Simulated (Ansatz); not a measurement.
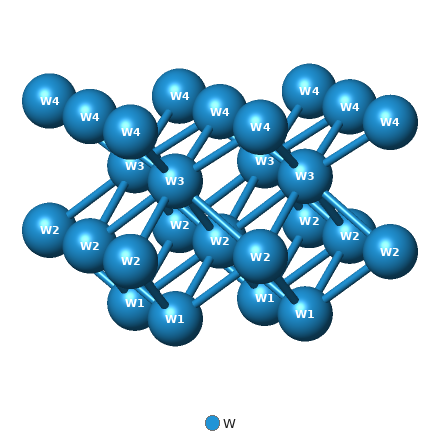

The system is C on a W(100) slab cut from the Im-3m phase, its upper half relaxed before the scan (4 atoms of substrate and one adsorbate in a 1 × 1 cell); the picture shows it without the atoms that are moved over the map. C is moved along a line over the surface and along the normal, above a rigid substrate. First axis: position of C5 along the second surface vector, from above W4. Second axis: height of C5 above the plane of W4. Grid: 6 × 7 points; 24 points were computed and 12 follow by symmetry. At 6 points there is no value (left out of the scan, as a rule where atoms come close). Points are written as (first, second). Energies are in eV, from the lowest grid point. Method: Ansatz, DFT PBEsol, scalar-relativistic, plane waves, PAW. Settings: cutoff 420 eV, k-mesh 8×8×1, gaussian smearing 0.1 eV, spin-polarised.

Range: position of C5 along the second surface vector from 0.00 to 2.63 Å; height of C5 above the plane of W4 from 1.35 to 4.13 Å.

Predict the map.

Answer. The lowest grid point is at (1.58 Å, 1.35 Å) [nearest 2 W at 2.08 Å]. It lies at the edge of the scanned range, so the true minimum may lie outside. The highest grid point, (1.58 Å, 4.13 Å), lies 5.60 eV above the lowest.

| second ↓, first → | 0.00 | 0.53 | 1.05 | 1.58 | 2.10 | 2.63 |
| --- | --- | --- | --- | --- | --- | --- |
| 4.13 | 5.58 | 5.59 | 5.60 | 5.60 | 5.60 | 5.59 |
| 3.43 | 5.23 | 5.25 | 5.29 | 5.31 | 5.29 | 5.25 |
| 2.93 | 4.61 | 4.66 | 4.76 | 4.81 | 4.76 | 4.66 |
| 2.53 | 3.63 | 3.73 | 3.92 | 4.03 | 3.92 | 3.73 |
| 2.14 | 2.30 | 2.38 | 2.68 | 2.89 | 2.68 | 2.38 |
| 1.74 | – | 1.59 | 1.30 | 1.35 | 1.30 | 1.59 |
| 1.35 | – | – | – | 0.00 | – | – |

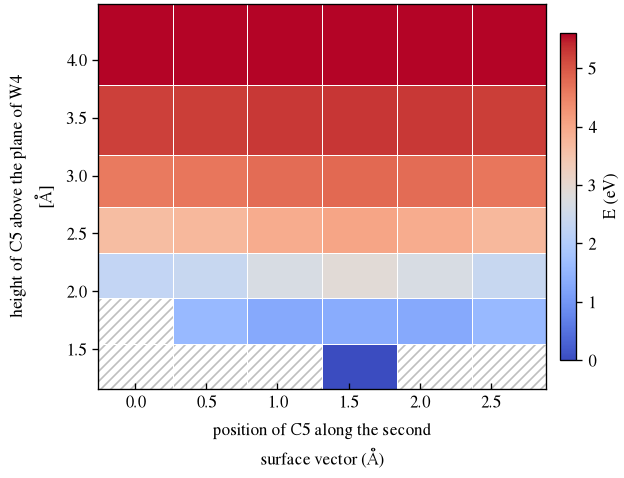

Drawn: one coloured cell a grid point, hatched blanks where no value was computed.

The whole map (24 points run) took 28 min on 1 thread of Arm Neoverse V1, with other jobs on the host.

PAW datasets: the set soft_1.
